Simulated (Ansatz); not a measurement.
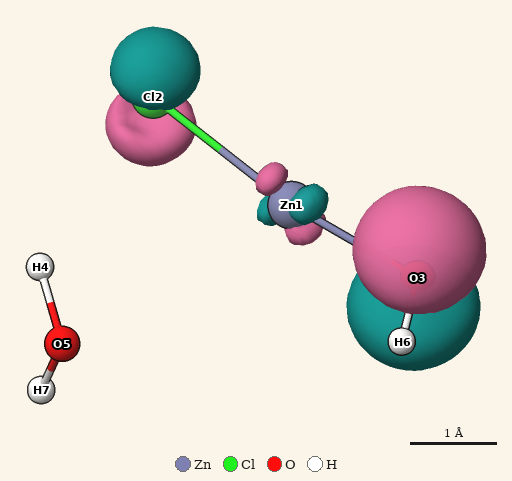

Figure. ClHOZn···H₂O. One frontier orbital at ±0.2 Å⁻³ᐟ² (teal and pink are the two phases), seen at an oblique angle.

Not at a stationary point (largest force 1.0 eV/Å).

Theory: Ansatz 0.2.0, RKS B3LYP-D4/def2-SVP.

```xyz
7

Zn   -0.0353   -1.3067    0.3082
Cl    0.6201   -1.4401   -1.7971
O    -0.6202   -1.4663    1.9799
H     0.7326    1.1385   -1.2991
O     0.3261    1.6992   -0.6192
H    -0.5507   -0.6463    2.4855
H    -0.4724    2.0218   -1.0581
```

> Which orbital is it: HOMO or LUMO?

The HOMO, at −7.70 eV. By Hirshfeld shares it lies mainly on O3 (about 70 %), Cl2 (about 15 %) and Zn1 (about 10 %); largely a lone pair of O3.
